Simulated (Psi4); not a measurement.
# CHF2O (SMILES [O]C(F)F) at UHCTH/120/aug-cc-pVDZ-DK (density fitting)

What is the energy difference between two shapes of CHF2O at UHCTH/120/aug-cc-pVDZ-DK (density fitting)? 

Program for the calculation: Psi4 1.11.

2 further runs of the same task are left out: 2 set aside as unsound or not needed.

**1. The system as given**

CHF2O: 5 atoms, total charge 0, spin state doublet. As SMILES, `[O]C(F)F`. The shape is that of a PBE0-D4/def2-TZVP optimisation.

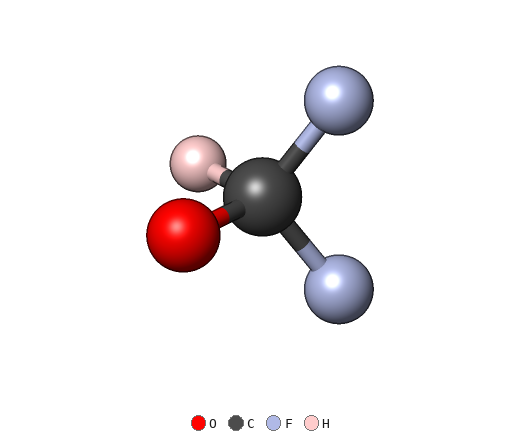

Viewed from a chosen angle; oxygen red, carbon dark grey, fluorine light blue, hydrogen pink.

**2. The polarisability at UHCTH/120/aug-cc-pVDZ-DK (density fitting)**

File job.in:

```
memory 1600 MB

molecule system {
  0 2
  O
  C 1 R2
  F 2 R3 1 A3
  F 2 R4 1 A4 3 D4
  H 2 R5 1 A5 3 D5

  R2 = 1.319891
  R3 = 1.347261
  A3 = 113.91207
  R4 = 1.34726
  A4 = 113.91551
  D4 = 122.72664
  R5 = 1.11295
  A5 = 103.26211
  D5 = -118.63526
  units angstrom
  no_reorient
  no_com
}

set {
  reference uks
  scf_type df
}

properties('hcth120/aug-cc-pVDZ-DK', properties=['dipole_polarizabilities'])
```

Started as:

```
$ psi4 -i job.in -o job.out -n 1
```

job.out:

```text
[...]
  Running in c1 symmetry.
[...]
  Nuclear repulsion =  125.371699627692308
[...]
  Multiplicity = 2
[...]
  Nalpha       = 17
  Nbeta        = 16
[...]
    Number of basis functions: 101
[...]
   @DF-UKS iter   1:  -313.37977648870526   -1.87186e-01   5.41435e-03 DIIS/ADIIS
[...]
   @DF-UKS iter  10:  -313.50495775471086   -6.52381e-09   2.47417e-07 DIIS
[...]
   @S^2 Observed:                7.541447667E-01
[...]
    Orbital Energies [Eh]
    ---------------------
    Alpha Occupied:
       1A    -24.294636     2A    -24.294630     3A    -18.858869
       4A    -10.140879     5A     -1.217785     6A     -1.150545
       7A     -1.026303     8A     -0.653644     9A     -0.563588
      10A     -0.545430    11A     -0.508395    12A     -0.419331
      13A     -0.405002    14A     -0.383081    15A     -0.382549
      16A     -0.345061    17A     -0.329568
    Alpha Virtual:
      18A     -0.022284    19A      0.017836    20A      0.024597
      21A      0.028168    22A      0.083028    23A      0.097981
      24A      0.110505    25A      0.122090    26A      0.126820
[...]
  @DF-UKS Final Energy:  -313.50495775471086
   => Energetics <=
    Nuclear Repulsion Energy =            125.3716996276923084
    One-Electron Energy =                -682.3829733094016774
    Two-Electron Energy =                 278.7559415123770350
    DFT Exchange-Correlation Energy =     -35.2496255853785811
    Empirical Dispersion Energy =           0.0000000000000000
    VV10 Nonlocal Energy =                  0.0000000000000000
    Total Energy =                       -313.5049577547108584
[...]
 Multipole Moments:
 ------------------------------------------------------------------------------------
     Multipole            Electronic (a.u.)      Nuclear  (a.u.)        Total (a.u.)
 ------------------------------------------------------------------------------------
 L = 1.  Multiply by 2.5417464519 to convert [e a0] to [Debye]
 Dipole X            :          1.1051516           -1.6047556           -0.4996040
 Dipole Y            :         -0.6034549            0.8762680            0.2728132
 Dipole Z            :          0.9812468           -0.7988270            0.1824198
 Magnitude           :                                                    0.5977526
[...]
```

Wall time 32 s (1 thread of Intel Xeon Platinum 8488C (Sapphire Rapids), shared host); peak memory 0.55 GiB.

**3. The distorted shape**

File chf2o.inp:

```
memory 1600 mb

molecule molecule1 {
  0 2
  O     -0.565920    -0.609304     1.323507
  C     -0.034809    -0.255757    -0.000200
  F      1.215573    -0.745747    -0.390895
  F     -0.830472    -0.069020    -1.014888
  H      0.448366     1.059821     0.182679
  units angstrom
  no_reorient
  no_com
}

set {
  reference uks
  scf_type df
}

e_tot = properties("hcth120/aug-cc-pVDZ-DK", properties=['dipole_polarizabilities'])
```

Started as:

```
$ psi4 -i chf2o.inp -o chf2o.out -n 1
```

chf2o.out:

```text
[...]
  Running in c1 symmetry.
[...]
  Nuclear repulsion =  118.653868892841530
[...]
  Multiplicity = 2
[...]
  Nalpha       = 17
  Nbeta        = 16
[...]
    Number of basis functions: 101
[...]
   @DF-UKS iter   1:  -313.23438246335758   -2.61149e-01   6.85578e-03 ADIIS/DIIS
[...]
   @DF-UKS iter  12:  -313.45201137504250   -1.07581e-08   4.76973e-07 DIIS
[...]
   @S^2 Observed:                7.592686041E-01
[...]
    Orbital Energies [Eh]
    ---------------------
    Alpha Occupied:
       1A    -24.339073     2A    -24.309433     3A    -18.848167
       4A    -10.179618     5A     -1.242460     6A     -1.164436
       7A     -0.957269     8A     -0.658426     9A     -0.559877
      10A     -0.532733    11A     -0.507485    12A     -0.423587
      13A     -0.421524    14A     -0.402002    15A     -0.369072
      16A     -0.311320    17A     -0.309887
    Alpha Virtual:
      18A     -0.062170    19A     -0.017147    20A      0.021166
      21A      0.026112    22A      0.030723    23A      0.054427
      24A      0.095520    25A      0.107355    26A      0.121730
[...]
  @DF-UKS Final Energy:  -313.45201137504250
   => Energetics <=
    Nuclear Repulsion Energy =            118.6538688928415297
    One-Electron Energy =                -668.8810475945690541
    Two-Electron Energy =                 271.8324682986798848
    DFT Exchange-Correlation Energy =     -35.0573009719948274
    Empirical Dispersion Energy =           0.0000000000000000
    VV10 Nonlocal Energy =                  0.0000000000000000
    Total Energy =                       -313.4520113750425026
[...]
 Multipole Moments:
 ------------------------------------------------------------------------------------
     Multipole            Electronic (a.u.)      Nuclear  (a.u.)        Total (a.u.)
 ------------------------------------------------------------------------------------
 L = 1.  Multiply by 2.5417464519 to convert [e a0] to [Debye]
 Dipole X            :          1.6480464           -1.5532396            0.0948068
 Dipole Y            :         24.3880094          -23.9656125            0.4223969
 Dipole Z            :          3.1982592           -3.5574321           -0.3591729
 Magnitude           :                                                    0.5625057
[...]
```

It took 34 s on 1 thread of Intel Xeon Platinum 8488C (Sapphire Rapids), shared host; peak memory 0.54 GiB.

**4. Summary of results**

At UHCTH/120/aug-cc-pVDZ-DK (density fitting):

| quantity | value |
| --- | --- |
| first shape: total energy | -313.50496 Eh |
| first shape: dipole moment | 1.52 D |
| first shape: HOMO energy (highest over α and β) | -8.25 eV |
| first shape: LUMO energy (lowest over α and β) | -7.21 eV |
| first shape: ⟨S²⟩ | 0.754 |
| first shape: mean static polarisability | 22.5 bohr³ |
| distorted shape: total energy | -313.45201 Eh |
| distorted shape: dipole moment | 1.43 D |
| distorted shape: HOMO energy (highest over α and β) | -7.76 eV |
| distorted shape: LUMO energy (lowest over α and β) | -6.65 eV |
| distorted shape: ⟨S²⟩ | 0.759 |
| distorted shape: mean static polarisability | 28.3 bohr³ |
| energy change with the atoms displaced | 1.441 eV |

What this shows: With the atoms displaced the energy rises by 1.44 eV (139 kJ/mol). The first shape isn't relaxed at this level, so the change isn't measured from a minimum. The basis (first shape) was made for a relativistic Hamiltonian, but the run is non-relativistic. The basis (distorted shape) was made for a relativistic Hamiltonian, but the run is non-relativistic.
